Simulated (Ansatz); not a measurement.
# Response to strain in WSe2

Take WSe₂ in the 2H-MoS2 type structure (space group P6_3/mmc, No. 194; a = 3.279 Å, c = 12.786 Å; layered, stacked along the Cartesian z axis) as the base. Axes: x lies along a and z along c of the hexagonal cell.

Strains are applied to the cell and any free atomic positions relax; under biaxial strain the out-of-plane vector relaxes too.

All numbers come from DFT with PBE-D3(BJ), PAW potentials and a 420 eV plane-wave cutoff in Ansatz (a quantum-chemistry and plane-wave program), scalar-relativistic without spin-orbit coupling.

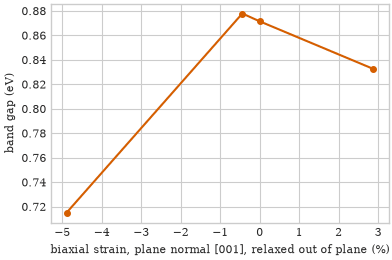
Band gap against biaxial strain, plane normal [001], relaxed out of plane

Task: From the plot, what is the band gap for biaxial strain −4.89 %, plane normal [001], relaxed out of plane?

Result: About 0.72 eV.

Task: Is the trend monotonic over the range shown?

Result: No, it turns within the range, spanning 0.72 eV to 0.88 eV.

With W present, leaving out spin-orbit coupling can change the band edges. No phonon test of stability was made.
